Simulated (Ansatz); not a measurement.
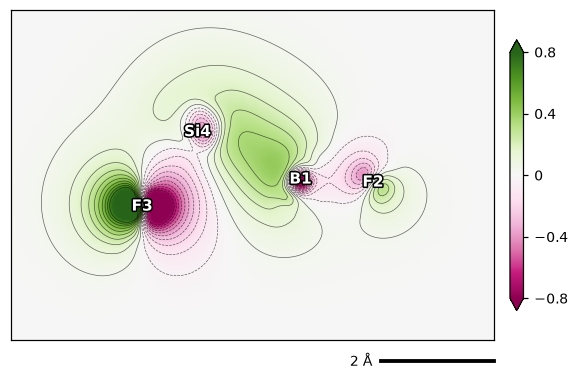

Figure 1: BF2Si (SMILES F/B=[Si]/F) (doublet). The HOMO−1 (β) on the molecular plane (values in Å⁻³ᐟ²; the overall sign is arbitrary).

Geometry: B3LYP/6-31G*.

Method: isolated molecule in a Gaussian basis; Kohn-Sham density functional theory, functional PBE0 in Ansatz 0.2.0.

Q: Describe this orbital and give its energy.

A: By Hirshfeld shares it lies mainly on F3 (about 50 %), Si4 (about 25 %) and B1 (about 20 %); it is symmetric in the molecular plane (an in-plane orbital: σ, lone-pair or in-plane π type). Its energy is −11.63 eV.
